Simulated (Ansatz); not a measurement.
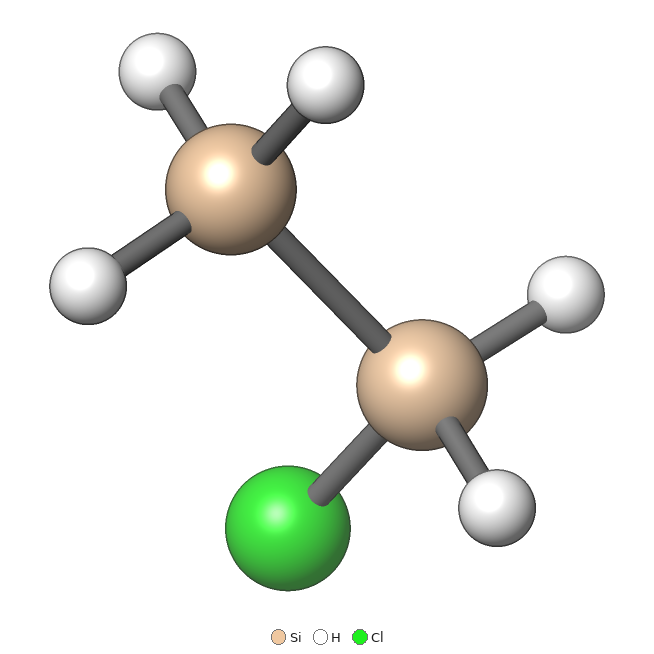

The picture shows a molecular structure as a ball-and-stick model.

The computed structure is the end point of a PBE0-D4/def2-TZVP optimisation.

Description:

Formula ClH₅Si₂. This geometry has Cs symmetry. Coordination: 2 Si tetrahedral.

The parts below concern this one geometry. Atoms keep their numbers from picture to picture.

**Charges**

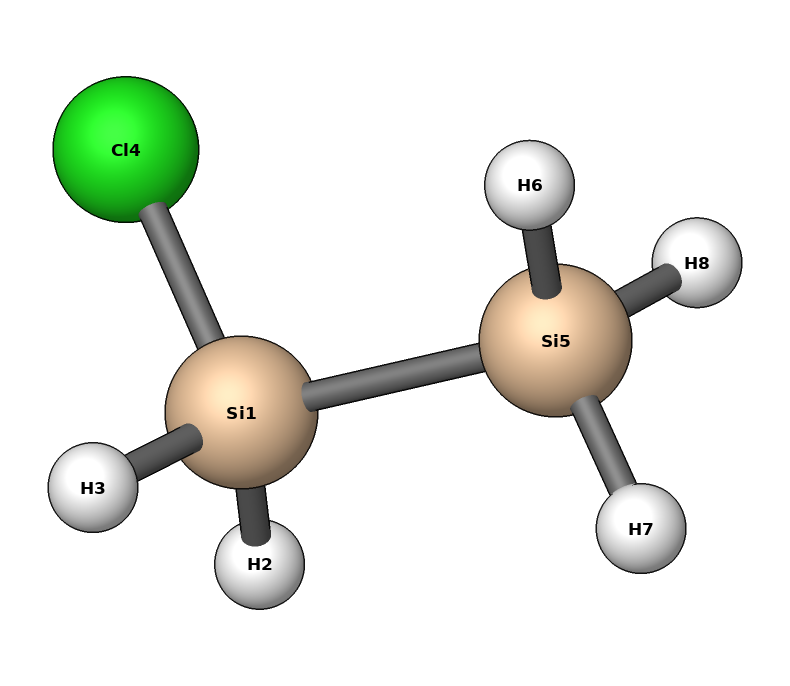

The questions are on Mulliken charges. Method: RKS PBE0-D4/def2-TZVP (Ansatz 0.2.0).

Which atom carries the highest charge (most positive or least negative)?

Si1 (0.25 e).

And the lowest?

Cl4 (−0.25 e).

Give the Mulliken charges atom by atom.

| atom | value (e) |
| --- | --- |
| Si1 | 0.25 |
| H2 | −0.01 |
| H3 | −0.01 |
| Cl4 | −0.25 |
| Si5 | 0.02 |
| H6 | 0.00 |
| H7 | −0.01 |
| H8 | 0.00 |

**Thermal motion**

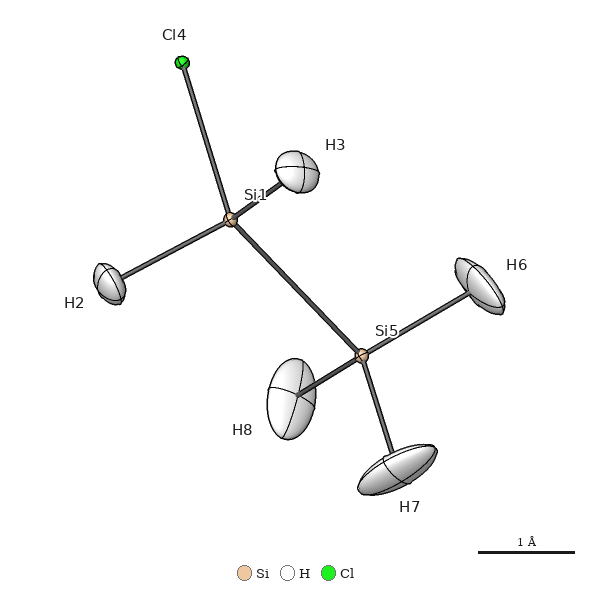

Displacement ellipsoids at the 50 % level, from the internal vibrations of the free molecule (harmonic, no overall translation or rotation; no half-axis is drawn under 0.075 Å). Vibrations computed with RKS PBE0-D4/def2-TZVP (Ansatz 0.2.0). Temperature: 100 K.

Which atom moves most?

H7, with U_eq = 0.0457 Å².

Does H8 move more along its bond or across it?

Across it: the root-mean-square amplitude is 0.086 Å along the bond and up to 0.304 Å across, since bending and torsion are softer than stretching.

List U_eq and the three principal root-mean-square amplitudes for each kind of atom.

```
  atom  U_eq (Å²)   rms amplitudes (Å)
   Si1     0.0012  0.025, 0.026, 0.046
H2, H3     0.0196  0.091, 0.149, 0.169
   Cl4    0.00095  0.016, 0.018, 0.048
   Si5    0.00099  0.012, 0.021, 0.049
H6, H8     0.0440  0.086, 0.180, 0.304
    H7     0.0457  0.095, 0.180, 0.309
```

**Vibrations**

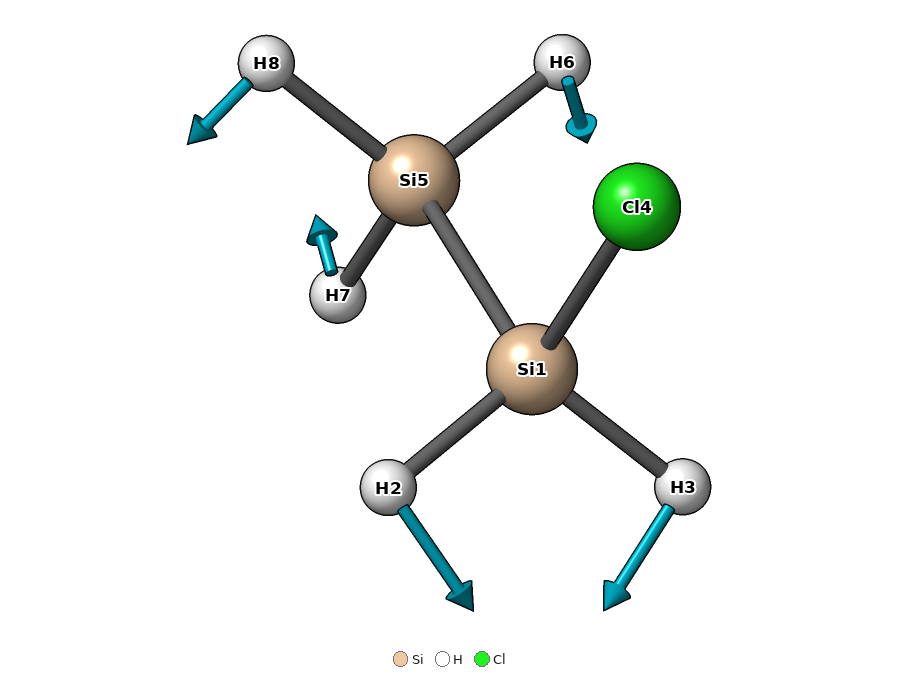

The arrows show one normal mode. Harmonic vibrations computed with RKS PBE0-D4/def2-TZVP (Ansatz 0.2.0) at a stationary point of the same level.

What kind of motion is it?

Mostly H–Si–H bending.

Estimate its harmonic wavenumber.

945 cm⁻¹; it is mode 13 of 18 counted from the lowest.

Mulliken values depend strongly on the basis set and can even reverse the polarity of a bond.
